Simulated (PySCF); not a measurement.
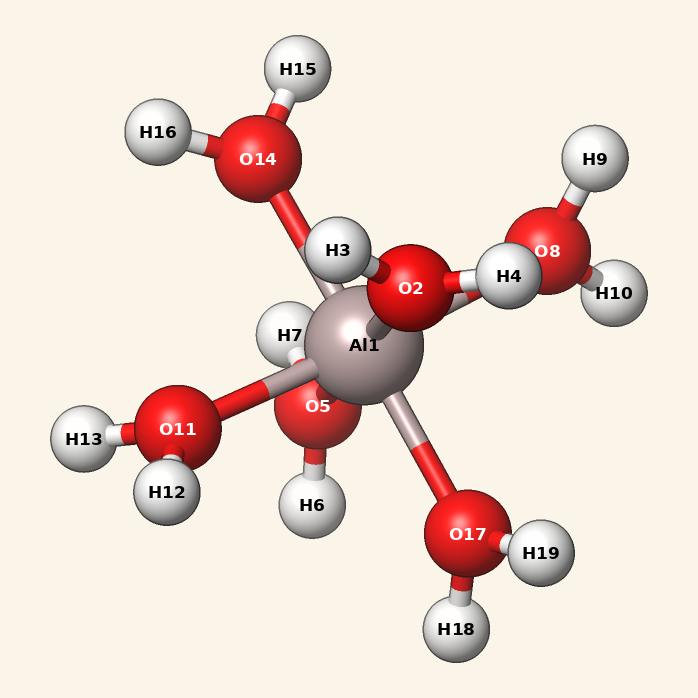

The species has charge +3 and is a spin singlet. Computed geometry: PBE0-D3(BJ)/def2-SVP optimisation. No frequency run is at hand to confirm it as a minimum. Properties computed with delta-SCF UKS SCAN, pcX-2 on the ionised atom (unc-x2c-TZVPall on a metal), pcseg-1 elsewhere, spin-free X2C (PySCF 2.14.0).

Give the core-electron binding energies (to vacuum; p and d levels without spin–orbit splitting) of Al1 1s, Al1 2p, O2 1s.

| atom | level | binding energy (eV) |
| --- | --- | --- |
| Al1 | 1s | 1583.7 |
| Al1 | 2p | 96.8 |
| O2 | 1s | 554.8 |
